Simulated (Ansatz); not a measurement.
F4H3NOW···HCl

```tsv
atom	x (Å)	y (Å)	z (Å)
W	0.2165	0.2280	-0.2498
Cl	0.6630	-0.2731	3.2891
F	1.6956	-0.7492	0.3567
F	-0.6658	1.7635	-0.9484
F	-1.2116	0.3961	0.9595
F	-0.5284	-1.4882	-0.5099
O	0.8297	0.1672	-2.0369
H	0.5231	0.7945	-2.7207
N	1.3687	1.6580	0.6378
H	2.2824	1.4641	1.0613
H	1.1384	2.6574	0.5900
H	0.6795	0.9073	2.6520
```

Core potentials replace the inner electrons of W; not at a stationary point (largest force 1.2 eV/Å).

These are results of Ansatz, RKS PBE/def2-SVP, not measurements.

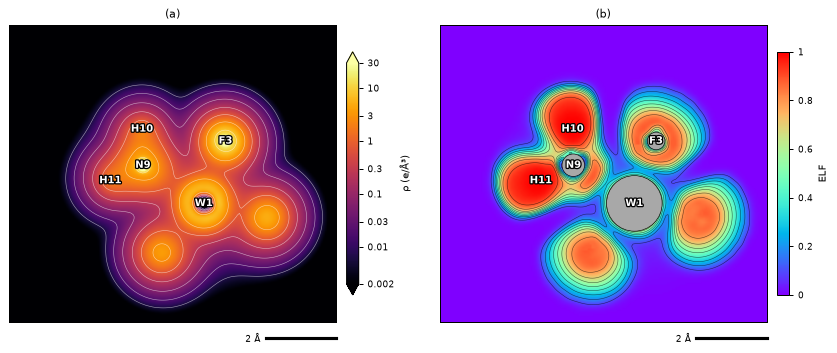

Figure 1. (a) electron density; (b) electron localisation function on the plane of atoms W1, N9 and H10. Grey discs cover the atomic cores in the ELF map.

Interpret the plot.

The plane passes through W, F, N and H nuclei. W–F (1.87 Å): ρ is about 1.1 e/Å³ halfway; the ELF peaks at about 0.85 in the valence shell of F, 0.5 Å from its nucleus, and drops to about 0.20 between the two atoms. W–N (2.04 Å): the density is about 0.9 e/Å³ at the midpoint; the ELF peaks at about 0.90 in the valence shell of N, 0.6 Å from its nucleus, and is about 0.30 at the midpoint. N–H (1.03 Å): the density is about 2.8 e/Å³ at the midpoint; the ELF climbs to about 1 towards the hydrogen, as it does in any bond to H; a covalent bond by its length.

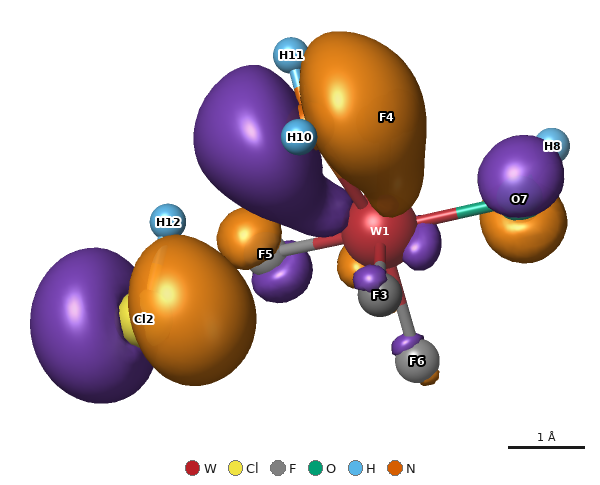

Figure 2. One frontier orbital at ±0.1 Å⁻³ᐟ² (orange and purple are the two phases), seen at a tilt.

Which orbital is it: HOMO or LUMO?

The HOMO, at −7.18 eV. Its weight (Hirshfeld) is mainly on N9 (about 40 %), Cl2 (about 35 %), W1 (about 5 %) and O7 (about 5 %); largely a combination of lone pairs on N9, Cl2 and O7.
